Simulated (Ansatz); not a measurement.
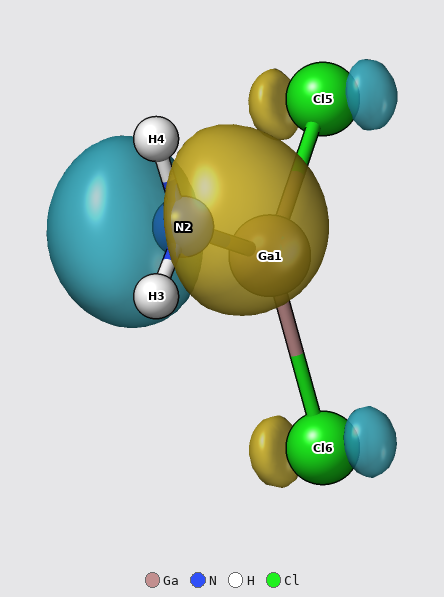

Figure. Cl2GaH2N. The HOMO at ±0.15 Å⁻³ᐟ² (yellow and cyan are the two phases), seen at an oblique angle.

The calculation used RHF/def2-SVP in Ansatz.

```xyz
6

Ga    0.0000    0.0000    0.0517
N     0.0000    0.0000    1.8437
H    -0.8298   -0.0447    2.4010
H     0.8298    0.0447    2.4010
Cl    1.8395    0.0989   -1.0437
Cl   -1.8395   -0.0989   -1.0437
```

What is the character of this orbital?

It lies mainly on N2 (about 70 %) and Ga1 (about 10 %); it changes sign across the molecular plane (π type). Its energy is −11.47 eV.
